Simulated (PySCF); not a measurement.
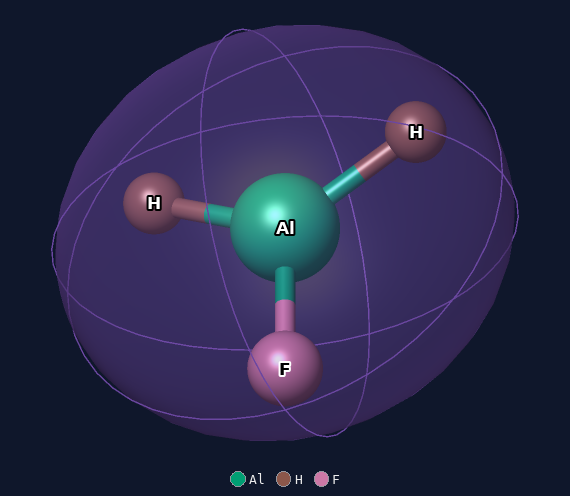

The ellipsoid shows the static dipole polarisability: its half-axes are proportional to the principal values. The geometry was computed by an optimisation with PBE0-D3(BJ)/def2-SVP. No frequency run is at hand to confirm it as a minimum. Level of theory: CAM-B3LYP/def2-SVPD (PySCF 2.14.0).

How large and how anisotropic is the polarisability?

Principal values 25.0, 27.5, 30.7 bohr³; mean 27.8 bohr³ (4.11 Å³); anisotropy 5.0 bohr³, so the longest axis is 1.23 times the shortest.
